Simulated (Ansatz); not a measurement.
# CHGaS+ (doublet): correlated methods under varied settings

What do other methods and options give for CHGaS+ (doublet) at this geometry, and how long do they take?

Computed with Ansatz 0.2.0, Gaussian basis. Level: the settings change from run to run.

26 further runs of the same task are left out: 2 for a known fault of the program, 10 that didn't finish, 14 set aside as unsound or not needed.

## (1) What is computed

The geometry is a PBE0/def2-TZVP stationary point (not a proven minimum) of the parent state, kept for this charge and spin. No spin-orbit coupling is included. The filled d shell of Ga may be among the frozen orbitals whatever the setting's name suggests; the logs give the count.

4 atoms, charge 1, spin multiplicity 2.

Atoms are counted from 1 here; the program's logs count them from 0.

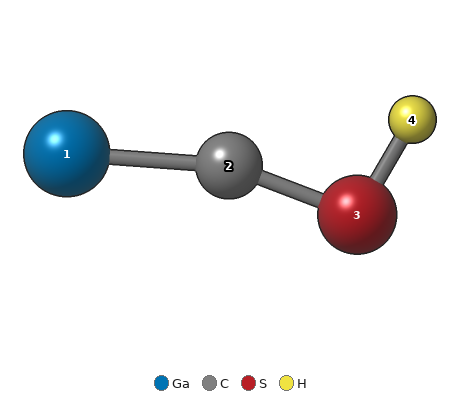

The structure; gallium blue, carbon grey, sulfur red, hydrogen yellow; atoms are numbered from 1 in the order of the file.

## (2) MP2 on ROHF/6-31G

Input file in.yaml:

```yaml
crystal:
  periodic: [false, false, false]
  atoms:
    - {symbol: Ga, position_ang: [-0.000001, -0.315610, 2.430018]}
    - {symbol: C, position_ang: [-0.000043, -0.107891, 0.446447]}
    - {symbol: S, position_ang: [0.000000, -0.424142, -1.207132]}
    - {symbol: H, position_ang: [0.000043, 0.847643, -1.669333]}
basis:
  gaussian: {orbitals: 6-31G}
total_charge: 1
magnetization: {spin_polarized: false, initial_magnetization: 1}
correlation: {method: mp2, electrons: valence}
scf: {lower_state_search: light}
```

Command:

```bash
> ansatz run in.yaml --threads 1 --pin off --events-out ev --progress --plain --max-ram 2393MiB
```

What it wrote:

```text
Functional definition: HF
  name "HF"
  cite "Fock, Z. Phys. 61, 126 (1930) doi:10.1007/BF01340294"
  parent pbe
  exchange = exact_x
  correlation = 0
551 factors; integrals over basis functions are off by at most 3.0e-4 eV
mean field evaluation 1: about -64174.5785 eV, gradient 1.9e1 eV
mean field evaluation 2: about -64174.6468 eV, gradient 1.9e1 eV
mean field evaluation 4: about -64176.8332 eV, gradient 3.2e0 eV
mean field evaluation 8: about -64177.1416 eV, gradient 1.1e0 eV
mean field evaluation 16: about -64177.1676 eV, gradient 4.0e-6 eV
mean field evaluation 32: about -64175.0726 eV, gradient 9.3e0 eV
mean field evaluation 64: about -64169.0068 eV, gradient 8.2e0 eV
mean field -64177.16760062 eV, -2358.4674084761 hartree, gradient 4.0e-6 eV, S^2 0.750000; 7 other end points of the search recorded, 0 dependent functions left out
mean field evaluation 96: about -64176.3431 eV, gradient 8.6e0 eV
mean field evaluation 128: about -64177.3278 eV, gradient 2.9e-1 eV
mean field evaluation 160: about -64176.5030 eV, gradient 6.5e-3 eV
mean field evaluation 192: about -64173.4754 eV, gradient 1.6e1 eV
15 core orbitals not correlated: weight in the atoms' cores, before any rotation towards them, 1.000 or more for the frozen orbitals, at most 0.000 for the correlated occupied ones
reference -64177.16760062 eV, -2358.4674084761 hartree; 12, 11 occupied and 26, 27 virtual orbitals, 551 factors
second order -8.73418602 eV of doubles, -0.03708321 eV of singles
Total energy: -64185.93886985 eV, -2358.7897466749 hartree
```

Wall time 9.5 s (1 thread of Arm Neoverse N1, shared host).

## (3) BCCD(T)/cc-pVDZ

in.yaml: that of step 2 with these lines changed.

```diff
@@ -8,6 +8,7 @@
 basis:
-  gaussian: {orbitals: 6-31G}
+  gaussian: {orbitals: cc-pVDZ}
 total_charge: 1
 magnetization: {spin_polarized: false, initial_magnetization: 1}
-correlation: {method: mp2, electrons: valence}
-scf: {lower_state_search: light}
+hamiltonian: {xc: {name: PBE}}
+correlation: {method: bccd_t, electrons: outside_noble_gas}
+accuracy: high
```

The command is unchanged.

What it wrote, cut to the lines that bear on the results:

```text
Functional definition: PBE
  name "PBE"
  cite "Perdew, Burke & Ernzerhof, Phys. Rev. Lett. 77, 3865 (1996) doi:10.1103/PhysRevLett.77.3865"
  parent pbe
[...]
1338 factors; integrals over basis functions are off by at most 4.4e-9 eV
[...]
mean field -64241.37389684 eV, -2360.8269463415 hartree, gradient 3.2e-8 eV, S^2 0.750000; 7 other end points of the search recorded, 0 dependent functions left out
[...]
20 core orbitals not correlated: weight in the atoms' cores, before any rotation towards them, 0.992 or more for the frozen orbitals, at most 0.003 for the correlated occupied ones
reference -64186.31913127 eV, -2358.8037210243 hartree; 7, 6 occupied and 37, 38 virtual orbitals, 1338 factors
second order -8.12355232 eV of doubles, -0.57934331 eV of singles
cycle   1  -8.64625659 eV  change    4.5e-2 eV  update   1.3e-1
[...]
cycle  31  -9.21428543 eV  change  -4.2e-10 eV  update   1.5e-9
perturbative correction -0.39868926 eV, -0.0146515601 hartree
Total energy: -64195.93210596 eV, -2359.1569913283 hartree
```

Run time: 43 s. Hardware: 1 thread of Arm Neoverse N1, shared host; peak memory 0.37 GiB.

From the report: correlation -9.6130 eV; largest double amplitude 0.10.

## (4) BCCD on ROHF/6-31G

in.yaml: that of step 3 with these lines changed.

```diff
@@ -8,7 +8,6 @@
 basis:
-  gaussian: {orbitals: cc-pVDZ}
+  gaussian: {orbitals: 6-31G}
 total_charge: 1
 magnetization: {spin_polarized: false, initial_magnetization: 1}
-hamiltonian: {xc: {name: PBE}}
-correlation: {method: bccd_t, electrons: outside_noble_gas}
-accuracy: high
+correlation: {method: bccd, electrons: outside_noble_gas, diis_vectors: 4}
+output: {forces: true}
```

The command is unchanged.

What it wrote, cut to the lines that bear on the results:

```text
Functional definition: HF
  name "HF"
  cite "Fock, Z. Phys. 61, 126 (1930) doi:10.1007/BF01340294"
  parent pbe
[...]
551 factors; integrals over basis functions are off by at most 3.0e-4 eV
[...]
mean field -64177.16760062 eV, -2358.4674084761 hartree, gradient 4.0e-6 eV, S^2 0.750000; 8 other end points of the search recorded, 0 dependent functions left out
[...]
determinant -64177.16760062 eV, -2358.4674084761 hartree, with singles and doubles -64182.27343452 eV, -2358.6550444113 hartree
determinant -64175.95638429 eV, -2358.4228970971 hartree, with singles and doubles -64180.79442676 eV, -2358.6006918784 hartree
determinant -64173.96992191 eV, -2358.3498959511 hartree, with singles and doubles -64178.74920513 eV, -2358.5255313700 hartree
20 core orbitals not correlated: weight in the atoms' cores, before any rotation towards them, 0.871 or more for the frozen orbitals, at most 0.116 for the correlated occupied ones
reference -64177.16760062 eV, -2358.4674084761 hartree; 7, 6 occupied and 26, 27 virtual orbitals, 551 factors
second order -4.07158977 eV of doubles, -0.03698725 eV of singles
cycle   1  -5.07318902 eV  change   -2.8e-2 eV  update   3.9e-2
[...]
cycle  23  -5.07862985 eV  change    4.1e-7 eV  update   4.1e-7
[...]
Total energy: -64182.24623047 eV, -2358.6540446807 hartree
Atom 0 at    -0.000001    -0.315610     2.430018 Å, force     0.000073    -0.327359     3.149574 eV/Å
Atom 1 at    -0.000043    -0.107891     0.446447 Å, force    -0.000097     0.325936    -2.579972 eV/Å
Atom 2 at     0.000000    -0.424142    -1.207132 Å, force    -0.000018    -1.032765    -0.054102 eV/Å
Atom 3 at     0.000043     0.847643    -1.669333 Å, force     0.000043     1.034188    -0.515500 eV/Å
Dipole moment:     0.000003     0.265366    -0.795983 e Å
```

Run time: 26 s. Hardware: 1 thread of Arm Neoverse N1, shared host.

From the report: correlation -5.0786 eV; largest double amplitude 0.11.

## (5) CCSD on ROHF/cc-pVDZ

in.yaml: that of step 4 with these lines changed.

```diff
@@ -8,6 +8,5 @@
 basis:
-  gaussian: {orbitals: 6-31G}
+  gaussian: {orbitals: cc-pVDZ, fitting: {mean_field: def2-universal-jkfit}, point_charges: [{charge: 0.50, position_ang: [4.464, -0.317, 0.131]}]}
 total_charge: 1
 magnetization: {spin_polarized: false, initial_magnetization: 1}
-correlation: {method: bccd, electrons: outside_noble_gas, diis_vectors: 4}
-output: {forces: true}
+correlation: {method: ccsd, electrons: outside_noble_gas}
```

The command is unchanged.

What it wrote, cut to the lines that bear on the results:

```text
Functional definition: HF
  name "HF"
  cite "Fock, Z. Phys. 61, 126 (1930) doi:10.1007/BF01340294"
  parent pbe
[...]
487 factors; integrals over basis functions are off by at most 3.4e-1 eV
[...]
mean field -64186.03204949 eV, -2358.7931709635 hartree, gradient 3.0e-6 eV, S^2 0.750000; 6 other end points of the search recorded, 0 dependent functions left out
[...]
determinant -64186.03204949 eV, -2358.7931709635 hartree, with singles and doubles -64194.50849700 eV, -2359.1046746642 hartree
determinant -64184.76476698 eV, -2358.7465991902 hartree, with singles and doubles -64193.13431834 eV, -2359.0541745298 hartree
20 core orbitals not correlated: weight in the atoms' cores, before any rotation towards them, 0.984 or more for the frozen orbitals, at most 0.010 for the correlated occupied ones
reference -64186.03204949 eV, -2358.7931709635 hartree; 7, 6 occupied and 37, 38 virtual orbitals, 487 factors
second order -7.23071244 eV of doubles, -0.07904860 eV of singles
cycle   1  -8.47665976 eV  change   -2.1e-4 eV  update   3.6e-3
[...]
cycle  10  -8.47989786 eV  change   -1.5e-5 eV  update   9.0e-6
Total energy: -64194.51194734 eV, -2359.1048014618 hartree
```

It took 30 s on 1 thread of Arm Neoverse N1, shared host.

From the report: correlation -8.4799 eV; T1 0.038; largest double amplitude 0.10.

## (6) CCSDT(Q)/B on UHF/STO-3G

Input file in.yaml:

```yaml
crystal:
  periodic: [false, false, false]
  atoms:
    - {symbol: Ga, position_ang: [-0.000001, -0.315610, 2.430018]}
    - {symbol: C, position_ang: [-0.000043, -0.107891, 0.446447]}
    - {symbol: S, position_ang: [0.000000, -0.424142, -1.207132]}
    - {symbol: H, position_ang: [0.000043, 0.847643, -1.669333]}
basis:
  gaussian: {orbitals: STO-3G}
total_charge: 1
magnetization: {spin_polarized: true, initial_magnetization: 1}
correlation: {method: ccsdt_q_b, electrons: valence}
```

The command is unchanged.

What it wrote, cut to the lines that bear on the results:

```text
Functional definition: HF
  name "HF"
  cite "Fock, Z. Phys. 61, 126 (1930) doi:10.1007/BF01340294"
  parent pbe
[...]
480 factors; integrals over basis functions are off by at most 3.4e-8 eV
[...]
mean field -63453.19422745 eV, -2331.8618777390 hartree, gradient 5.4e-8 eV, S^2 2.146877; 41 other end points of the search recorded, 0 dependent functions left out
determinant -63453.19422745 eV, -2331.8618777390 hartree, with singles and doubles -63456.89831551 eV, -2331.9980004646 hartree
determinant -63453.06959384 eV, -2331.8572975384 hartree, with singles and doubles -63456.91202862 eV, -2331.9985044121 hartree
determinant -63453.06255041 eV, -2331.8570386970 hartree, with singles and doubles -63456.80568344 eV, -2331.9945962986 hartree
determinant -63453.03255556 eV, -2331.8559364064 hartree, with singles and doubles -63456.88206362 eV, -2331.9974032187 hartree
[...]
determinant -63451.94240443 eV, -2331.8158740916 hartree, with singles and doubles -63457.30237101 eV, -2332.0128492301 hartree
determinant -63451.75959273 eV, -2331.8091558853 hartree, with singles and doubles -63457.11823138 eV, -2332.0060822235 hartree
determinant -63451.67667264 eV, -2331.8061086282 hartree, with singles and doubles -63457.05264357 eV, -2332.0036719162 hartree
15 core orbitals not correlated: weight in the atoms' cores, before any rotation towards them, 0.999 or more for the frozen orbitals, at most 0.000 for the correlated occupied ones
reference -63451.94240437 eV, -2331.8158740895 hartree; 12, 11 occupied and 6, 7 virtual orbitals, 480 factors
second order -4.29791299 eV of doubles, -0.00000000 eV of singles
cycle   1  -4.48636738 eV  change   -1.9e-1 eV  update   1.9e-1
[...]
cycle 118  -5.62795756 eV  change    3.6e-8 eV  update   7.6e-7
perturbative correction -0.04099891 eV, -0.0015066823 hartree
Total energy: -63457.61136085 eV, -2332.0242043973 hartree
```

Wall time 2.2 min (1 thread of Arm Neoverse N1, shared host); peak memory 0.27 GiB.

From the report: ⟨S²⟩ of the determinant 0.751 (pure doublet: 0.75); correlation -5.6690 eV; T1 0.057; largest double amplitude 0.29.

## (7) The runs in one table

Where basis and cores are those of an earlier RCCSDT(Q)/cc-pVDZ run (-64196.4293 eV), and the state is the same kind, the miss against it is given.

```csv
level,correlated,functions,energy (eV),from RCCSDT(Q) (meV),time
MP2 on ROHF/6-31G,valence,53,-64185.9389,,9.5 s
BCCD(T)/cc-pVDZ (on PBE orbitals),outside noble gas,64,-64195.9321,497.2,43 s
BCCD on ROHF/6-31G,outside noble gas,53,-64182.2462,,26 s
CCSD on ROHF/cc-pVDZ (beside a point charge),outside noble gas,64,-64194.5119,,30 s
CCSDT(Q)/B on UHF/STO-3G,valence,33,-63457.6114,,2.2 min
```

## (8) Outcome

| quantity | value |
| --- | --- |
| runs | 5 |
| quickest | MP2 on ROHF/6-31G, 9.5 s |
| slowest | CCSDT(Q)/B on UHF/STO-3G, 2.2 min |

**Reading.** Total energies in different bases, with other cores or another treatment of relativity can't be set against each other. CCSDT(Q)/B on UHF/STO-3G took 14 times as long as MP2 on ROHF/6-31G; the jobs differ in more than the method. Cores frozen from Kohn-Sham orbitals shift the total energy.
